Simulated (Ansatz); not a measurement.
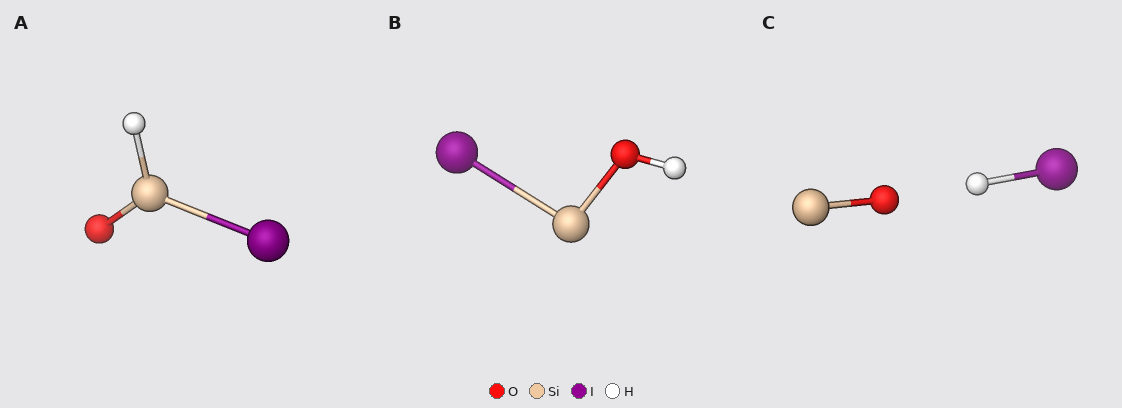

3 stationary structures of one formula. Geometries: PBE0-D4/def2-TZVP. Electronic energies: RHF-CCSD(T) (frozen core)/def2-TZVPP (Ansatz 0.2.0), without zero-point energy. No frequency run is at hand to confirm each as a minimum.

Which is lowest in energy, and by how much?

B is lowest (Cs); A lies 11.0 kcal/mol above it (Cs), C lies 26.9 kcal/mol above it (C∞v).
